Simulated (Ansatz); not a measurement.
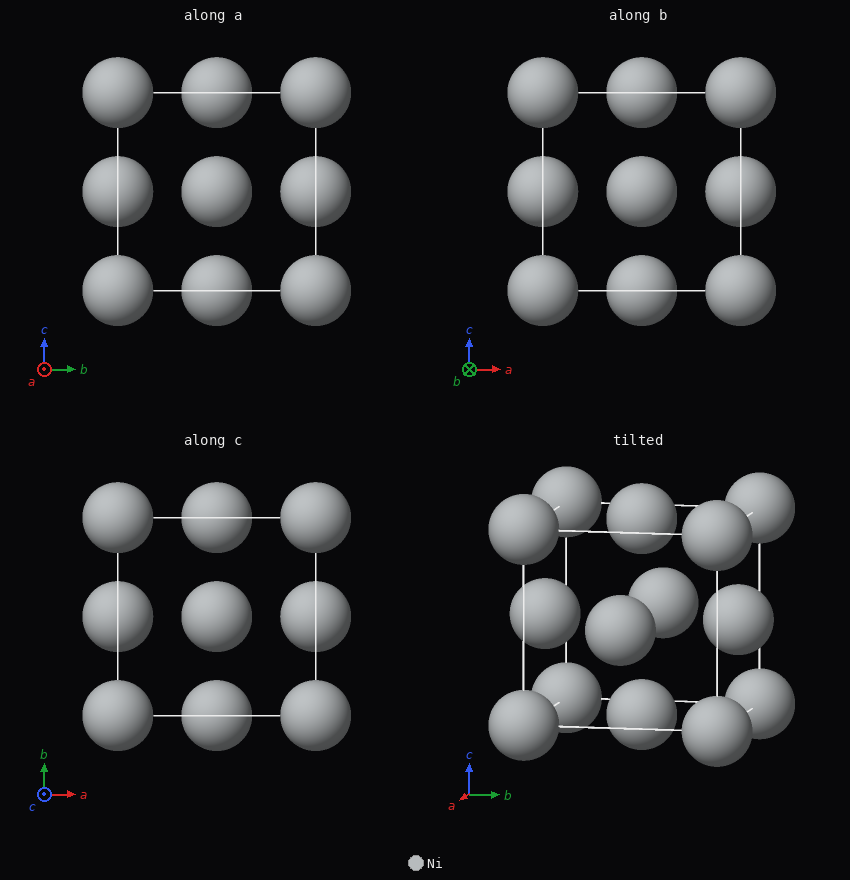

A spheres-only rendering, viewed along the a axis, along the b axis, along the c axis and slightly off an axis. Thin lines show the conventional unit cell, with boundary atoms drawn in all their periodic places.

Lattice parameters: a = 3.424 Å, b = 3.424 Å, c = 3.424 Å, α = 90.00°, β = 90.00°, γ = 90.00°. Put a along x and b in the xy plane.

Reconstruct the structure as a POSCAR file.

Answer.
```
Ni
1.0
     3.424    0.000    0.000
     0.000    3.424    0.000
     0.000    0.000    3.424
Ni
4
Direct
  0.0000 0.0000 0.0000
  0.0000 0.5000 0.5000
  0.5000 0.0000 0.5000
  0.5000 0.5000 0.0000
```

Its origin is the standard structure of this element. Earlier steps of the study may have refined or changed the cell and positions. An electronic-structure calculation with Ansatz was run on it.
